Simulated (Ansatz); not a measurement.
## BSi4NH10: phonon calculation

The run: phonon calculation of BSi4NH10, SMILES N[SiH2][SiH]1B[SiH2][SiH2]1. Method and program: RHF/6-31G* (Ansatz 0.2.0).

It belongs to a series of runs on one base structure; here: vibrations at the highest image of the band. Figures and captions count atoms from 1; the log counts them from 0 in places.

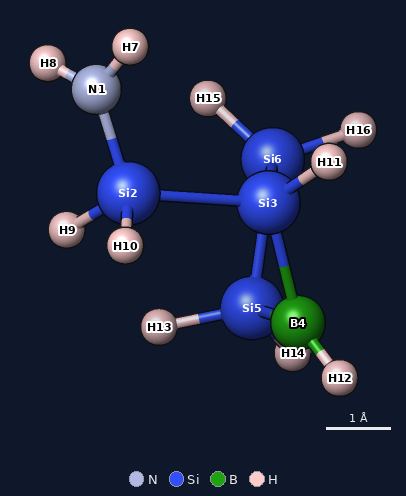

Fig. 1: The input geometry (ball-and-stick view, seen at an oblique angle; atoms are numbered from 1 in the order of the input).

**Input**
```yaml
crystal:
  periodic: [false, false, false]
  atoms:
    - { symbol: "N", position_ang: [-2.145202, -2.203062, -0.627346] }
    - { symbol: Si, position_ang: [-0.497556, -1.750365, -0.851318] }
    - { symbol: Si, position_ang: [0.351682, -0.46344, 0.947044] }
    - { symbol: B, position_ang: [2.169892, 0.400097, 0.526532] }
    - { symbol: Si, position_ang: [1.461821, 2.131615, -0.330999] }
    - { symbol: Si, position_ang: [-0.515836, 1.750442, 0.920201] }
    - { symbol: H, position_ang: [-2.499959, -2.645179, 0.19185] }
    - { symbol: H, position_ang: [-2.866938, -1.88321, -1.234779] }
    - { symbol: H, position_ang: [-0.449048, -0.957197, -2.096405] }
    - { symbol: H, position_ang: [0.382735, -2.928684, -1.025006] }
    - { symbol: H, position_ang: [0.233654, -1.251573, 2.200219] }
    - { symbol: H, position_ang: [3.266458, 0.085322, 0.854948] }
    - { symbol: H, position_ang: [1.187569, 1.884477, -1.768005] }
    - { symbol: H, position_ang: [2.215137, 3.398196, -0.205326] }
    - { symbol: H, position_ang: [-1.830258, 2.006287, 0.293652] }
    - { symbol: H, position_ang: [-0.487052, 2.403675, 2.248936] }
basis:
  gaussian: { orbitals: "6-31G*" }
hamiltonian:
  xc: hf
phonons: {}
```

Machine: 2 threads of Arm Neoverse V1, 24 GiB of memory available, shared host.

Launched with:
```bash
ansatz run input.yaml --threads 2 --pin off --max-ram 3072MiB --backend cpu --events-out ev --progress --plain --runs-dir out
```

**Output**
```
Engine: ansatz 0.2.0, aarch64-unknown-linux-gnu
Functional definition: HF
  exchange = exact_x
  correlation = 0
1363 factors; integrals over basis functions are off by at most 6.7e-4 eV
mean field evaluation 1: about -33754.2417 eV, gradient 3.3e1 eV
mean field evaluation 2: about -33754.3450 eV, gradient 3.3e1 eV
mean field evaluation 4: about -33757.8885 eV, gradient 4.1e0 eV
mean field evaluation 8: about -33757.9798 eV, gradient 1.8e-1 eV
mean field -33757.98027674 eV, -1240.5828931892 hartree, gradient 9.0e-6 eV, S^2 0.000000; 0 other end points of the search recorded, 0 dependent functions left out
the calculation of the forces begins
reference -33757.98027674 eV, -1240.5828931892 hartree; 39, 39 occupied and 87, 87 virtual orbitals, 1363 factors
these checks for a lower state are left out or cut short: stability, starts, cluster_reference, orbital_swaps, neighbouring_geometries, increment
1363 factors; integrals over basis functions are off by at most 6.7e-4 eV
mean field evaluation 16: about -33757.9801 eV, gradient 1.8e-4 eV
mean field -33757.98008221 eV, -1240.5828860404 hartree, gradient 3.0e-6 eV, S^2 0.000000; 0 other end points of the search recorded, 0 dependent functions left out
[... from here on the field's lines of each further geometry are left out, up to the last ...]
the calculation of the forces begins
reference -33757.98022699 eV, -1240.5828913611 hartree; 39, 39 occupied and 87, 87 virtual orbitals, 1363 factors
these checks for a lower state are left out or cut short: stability, starts, cluster_reference, orbital_swaps, neighbouring_geometries, increment
1363 factors; integrals over basis functions are off by at most 6.7e-4 eV
mean field -33757.98022517 eV, -1240.5828912940 hartree, gradient 7.0e-7 eV, S^2 0.000000; 0 other end points of the search recorded, 0 dependent functions left out
the calculation of the forces begins
reference -33757.98022517 eV, -1240.5828912940 hartree; 39, 39 occupied and 87, 87 virtual orbitals, 1363 factors
WARN: phonons: modes at or below zero, which the zero-point energy, F, S and C_V leave out: 1, the lowest at -210.20 cm⁻¹. A minimum has none, and a first-order saddle one
Total energy: -33757.98027674 eV, -1240.5828931892 hartree
Atom 0 at    -2.145202    -2.203062    -0.627346 Å, force     0.009597     0.005905    -0.014190 eV/Å
Atom 1 at    -0.497556    -1.750365    -0.851318 Å, force    -0.007139    -0.002042     0.008668 eV/Å
Atom 2 at     0.351682    -0.463440     0.947044 Å, force     0.003983     0.003137     0.001644 eV/Å
Atom 3 at     2.169892     0.400097     0.526532 Å, force     0.005395    -0.003882     0.001948 eV/Å
Atom 4 at     1.461821     2.131615    -0.330999 Å, force    -0.005939    -0.000132    -0.001223 eV/Å
Atom 5 at    -0.515836     1.750442     0.920201 Å, force    -0.001861    -0.003239    -0.002058 eV/Å
Atom 6 at    -2.499959    -2.645179     0.191850 Å, force     0.000457     0.002536    -0.000661 eV/Å
Atom 7 at    -2.866938    -1.883210    -1.234779 Å, force    -0.004858    -0.006380     0.006059 eV/Å
Atom 8 at    -0.449048    -0.957197    -2.096405 Å, force    -0.002093     0.000181    -0.003140 eV/Å
Atom 9 at     0.382735    -2.928684    -1.025006 Å, force    -0.000819     0.002725    -0.000379 eV/Å
Atom 10 at     0.233654    -1.251573     2.200219 Å, force     0.000097     0.001610     0.001452 eV/Å
Atom 11 at     3.266458     0.085322     0.854948 Å, force     0.001461     0.000416    -0.000292 eV/Å
Atom 12 at     1.187569     1.884477    -1.768005 Å, force     0.001076    -0.000766     0.000083 eV/Å
Atom 13 at     2.215137     3.398196    -0.205326 Å, force     0.001332    -0.001082     0.001203 eV/Å
Atom 14 at    -1.830258     2.006287     0.293652 Å, force    -0.000365     0.000161     0.000581 eV/Å
Atom 15 at    -0.487052     2.403675     2.248936 Å, force    -0.000323     0.000852     0.000306 eV/Å
Dipole moment:    -0.216994    -0.119779     0.029530 e Å
Vibrations: -210.20 36.47 65.18 82.04 131.27 172.99 227.84 270.73 379.69 394.95 401.85 446.43 461.04 515.56 585.25 601.55 639.39 671.38 684.05 716.34 738.58 781.46 809.27 834.50 888.16 933.97 959.19 992.96 1006.42 1020.12 1035.89 1755.37 2310.15 2325.92 2336.71 2340.74 2353.77 2356.66 2367.86 2778.89 3820.18 3921.15 cm⁻¹, zero-point energy 2.861053 eV
```

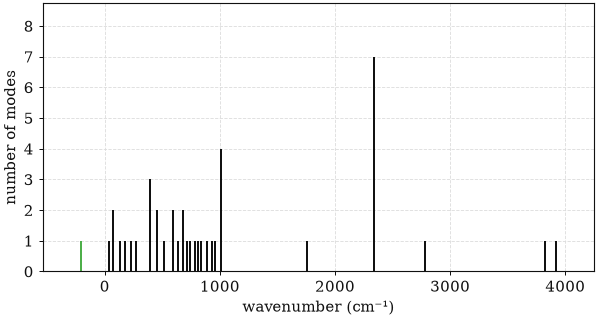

Fig. 2: Harmonic vibrational wavenumbers from the force constants; neighbouring modes closer than 19 cm⁻¹ are counted in one stick, and imaginary ones are drawn at negative wavenumbers. 42 modes from 210i to 3921 cm⁻¹, 1 imaginary beyond 8i (210i cm⁻¹): a first-order saddle point, if the geometry is stationary.

**Results in brief**

| quantity | value |
| --- | --- |
| outcome | converged |
| total energy | −33757.9803 eV |
| mean-field energy | −33757.9803 eV |
| largest force (length of the vector) | 0.018 eV/Å |
| wall time | 4.4 min (CPU time 8.6 min) |
| peak memory | 0.33 GiB |
